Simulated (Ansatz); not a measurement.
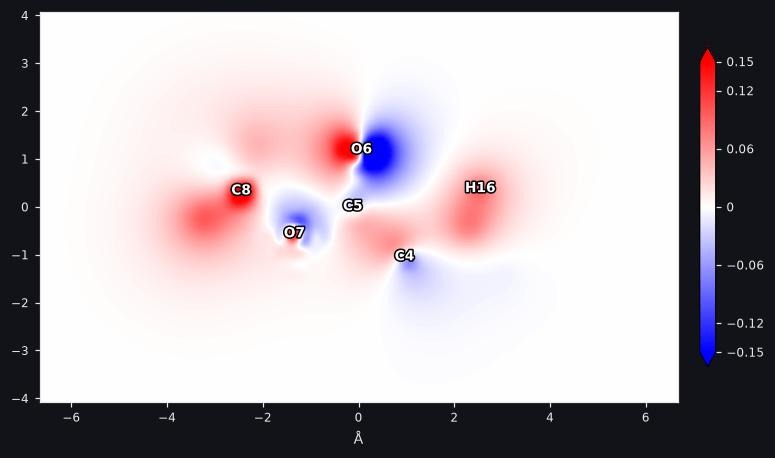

The picture shows: C8H16O2 (SMILES CCCCC(=O)OCCC). The HOMO−1 on the plane of atoms C4, C5 and O6 (values in Å⁻³ᐟ²; the overall sign is arbitrary).

Geometry: PBE0-D4/def2-TZVP.

The calculation used RKS PBE0-D4/def2-TZVPP (Ansatz 0.2.0).

Input

```
crystal:
  periodic: [false, false, false]
  atoms:
    - {symbol: C, position_ang: [-3.030370, 0.786007, -2.964218]}
    - {symbol: C, position_ang: [-1.797415, 0.181953, -2.316119]}
    - {symbol: C, position_ang: [-2.076541, -0.362660, -0.924160]}
    - {symbol: C, position_ang: [-0.852164, -0.961703, -0.257748]}
    - {symbol: C, position_ang: [0.172845, 0.067098, 0.137535]}
    - {symbol: O, position_ang: [-0.042325, 1.241833, 0.279122]}
    - {symbol: O, position_ang: [1.368952, -0.501460, 0.341183]}
    - {symbol: C, position_ang: [2.419817, 0.362706, 0.792500]}
    - {symbol: C, position_ang: [2.398676, 0.538515, 2.295223]}
    - {symbol: C, position_ang: [2.566390, -0.764115, 3.057993]}
    - {symbol: H, position_ang: [-3.831798, 0.047093, -3.056175]}
    - {symbol: H, position_ang: [-2.812539, 1.165843, -3.964894]}
    - {symbol: H, position_ang: [-3.415872, 1.618562, -2.369448]}
    - {symbol: H, position_ang: [-1.009127, 0.938531, -2.253141]}
    - {symbol: H, position_ang: [-1.405923, -0.625224, -2.946962]}
    - {symbol: H, position_ang: [-2.468677, 0.439524, -0.291931]}
    - {symbol: H, position_ang: [-2.856126, -1.129603, -0.983460]}
    - {symbol: H, position_ang: [-0.368700, -1.710149, -0.891552]}
    - {symbol: H, position_ang: [-1.128436, -1.484433, 0.665409]}
    - {symbol: H, position_ang: [3.338246, -0.131517, 0.468885]}
    - {symbol: H, position_ang: [2.327796, 1.325069, 0.286731]}
    - {symbol: H, position_ang: [3.205941, 1.232795, 2.552553]}
    - {symbol: H, position_ang: [1.465306, 1.033936, 2.576533]}
    - {symbol: H, position_ang: [3.519068, -1.244120, 2.816474]}
    - {symbol: H, position_ang: [2.542914, -0.594433, 4.136330]}
    - {symbol: H, position_ang: [1.770044, -1.470028, 2.813336]}
basis:
  gaussian: {orbitals: def2-TZVPP}
hamiltonian: {xc: pbe0, dispersion: d4}
output: {orbitals: {seedname: orbitals}}
```

Command:

```sh
ansatz run in.yaml --threads 4 --pin off --events-out ev --progress --plain --max-ram 63488MiB --backend cuda --devices 0, --max-vram 37GiB
```

> Describe this orbital and give its energy.

Its weight (Hirshfeld) is mainly on O7 (about 35 %), O6 (about 20 %), C8 (about 10 %), C9 (about 10 %) and C5 (about 5 %). Its energy is −8.54 eV.
